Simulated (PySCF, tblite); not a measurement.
# C6H6N radical: geometry, infrared bands and EPR parameters

What infrared bands and EPR parameters should C6H6N radical (`C#C[C@H]1C=C[CH]N1`) show?

Programs: tblite 0.8.0 and PySCF 2.14.0, with density-fitted response routines of our own. Each step states its level of theory. These are calculated values for one molecule in the gas phase, unless marked as measured. Atoms are numbered from 0 throughout.

## Step 1: The starting structure

13 atoms, charge 0, multiplicity 2; geometry from: force field or distance geometry start.

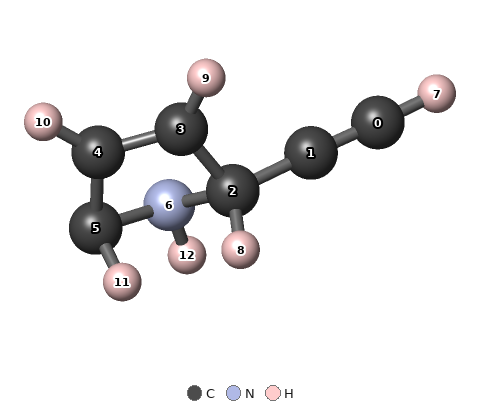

The starting geometry (carbon dark grey, nitrogen light blue, hydrogen pink), atoms numbered.

## Step 2: Optimising the geometry with GFN2-xTB

The job: settings as JSON, then the geometry in Å.

```
{"job": {"kind": "relax", "xc": "GFN2-xTB", "basis": "xTB"}, "charge": 0, "multiplicity": 2}
C      2.737600     0.849000     0.140400
C      1.625600     0.395500     0.103900
C      0.306100    -0.154600     0.097700
C     -0.747800     0.907700    -0.158200
C     -1.811000     0.293200    -0.710300
C     -1.435100    -1.163200    -0.836700
N      0.020500    -1.012200    -1.041400
H      3.709700     1.285000     0.169400
H      0.002100    -0.659600     1.034000
H     -0.680800     1.950900     0.085500
H     -2.746600     0.751600    -1.029600
H     -1.504600    -1.530300     0.234800
H      0.520000    -1.912400    -0.968400
```

Started as:

```bash
> OMP_NUM_THREADS=1 python probes_run.py task.json out
```

This one command runs all jobs of the session in turn.

**Question.** This job is followed by: GFN2-xTB harmonic vibrations, gas phase; UKS B3LYP, pcH-1 on C H N, non-relativistic, mean-field spin-orbit, GIAO. Predict these results of the whole session: strongest single infrared mode (GFN2-xTB); zero-point energy (GFN2-xTB); g(iso) (B3LYP); ⟨S²⟩; largest a(iso); potential on the surface of density 0.002 e/bohr³, 1st and 99th percentile.

The runs gave:

| quantity | value |
| --- | --- |
| strongest single infrared mode (GFN2-xTB) | 426 cm⁻¹, 88 km/mol |
| zero-point energy (GFN2-xTB) | 61.3 kcal/mol |
| g(iso) (B3LYP) | 2.00275 |
| ⟨S²⟩ | 0.768 (exact 0.75) |
| largest a(iso) | 1H on H8, 116.0 MHz |
| potential on the surface of density 0.002 e/bohr³, 1st and 99th percentile | -0.96 V and 1.71 V |

**Reading.** Relaxing lowered the energy by 2.387 eV in 88 steps; the close pair that moved most is C4–C5, from 1.509 to 1.384 Å. No mode is imaginary among the 33: a minimum at this level. The strongest single mode, at 426 cm⁻¹, moves mainly H12. GFN2-xTB is a fitted tight-binding method: band positions and strengths are rough. Its intensities can rank the bands wrongly. The largest spin populations lie on C3 (0.56 e), C5 (0.50 e). The isotropic g lies 0.4 ppt above the free-electron value. The conformer search found further structures of the same energy, which may be mirror or relabelled copies of this one.
